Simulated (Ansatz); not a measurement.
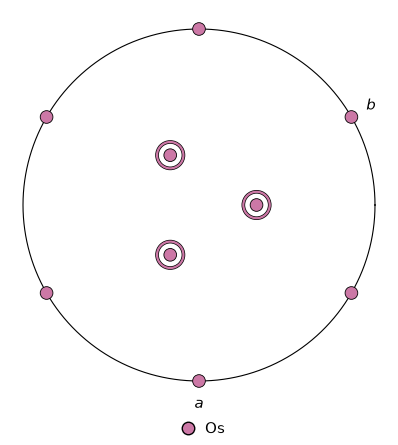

Crystal: Os, coordinates from a relaxation at fixed volume with DFT PBE, spin-orbit coupling, plane waves, PAW (Ansatz). Directions from one osmium atom at (1/3, 2/3, 3/4) to its bonded neighbours, in stereographic projection down c (filled: above the plane of the page or in it, open: below). The drawing is computed from the coordinates (standard cell, symmetry found to 0.002 Å).

Neighbours are counted up to 3.02 Å for Os.

```cif
data_structure
_symmetry_space_group_name_H-M 'P 1'
_symmetry_Int_Tables_number 1
_cell_length_a 2.7547
_cell_length_b 2.7547
_cell_length_c 4.3459
_cell_angle_alpha 90.000
_cell_angle_beta 90.000
_cell_angle_gamma 120.000
_cell_volume 28.56
loop_
_atom_site_label
_atom_site_type_symbol
_atom_site_fract_x
_atom_site_fract_y
_atom_site_fract_z
_atom_site_occupancy
Os1 Os 0.33333 0.66667 0.75000 1
Os2 Os 0.66667 0.33333 0.25000 1
```

Question: How many neighbours are there, and at what angles?

Answer: 12: 6 Os at 2.69 Å, 6 Os at 2.75 Å. Angles between bonds: 59° (12×), 60° (6×), 62° (6×), 90° (12×), 108° (3×), 120° (6×), 121° (12×), 146° (6×), 180° (3×).

Question: What is the site's symmetry in the crystal?

Answer: Point group -6m2 (D3h), order 12: one −6 axis, three twofold axes, four mirror planes. In No. 194, P6_3/mmc this is Wyckoff position 2d.
